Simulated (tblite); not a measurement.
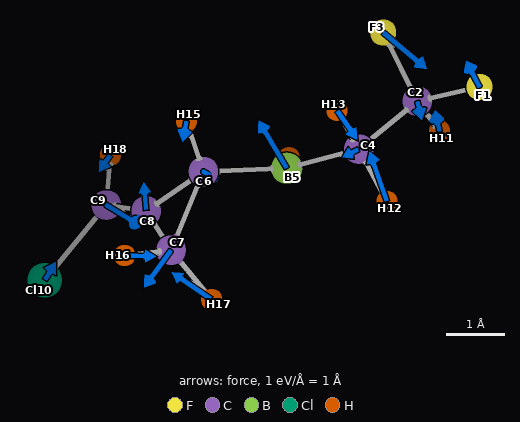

Starting geometry of C₆H₈BClF₂ with the computed forces as blue arrows. A ball-and-stick model, seen from a free direction.

The calculation used tblite 0.8.0, GFN2-xTB geometry optimisation, gas phase. 

### What follows when this structure is relaxed?

It isn't relaxed: the largest force vector, on a C atom, is 1.44 eV/Å. The final displacements have little in common with the starting forces (cosine between the two patterns 0.19). Over 124 geometry steps the energy falls by 56.9 kJ/mol. An H atom moves most after the best rigid fit: 1.45 Å. Largest moves by element: H 1.45 Å, F 1.07 Å, Cl 0.85 Å, C 0.49 Å, B 0.45 Å. Near-neighbour distances that change, for instance: B–C 1.587 → 1.540 Å, C–C 1.482 → 1.447 Å, C–C 1.508 → 1.540 Å, C–H 1.108 → 1.081 Å. Among the angles between lasting bonds that change: C–C–H 120.6° → 113.3°, B–C–C 111.4° → 118.2°, B–C–H 105.9° → 112.1°. Groups turn about B–C by about 65°.
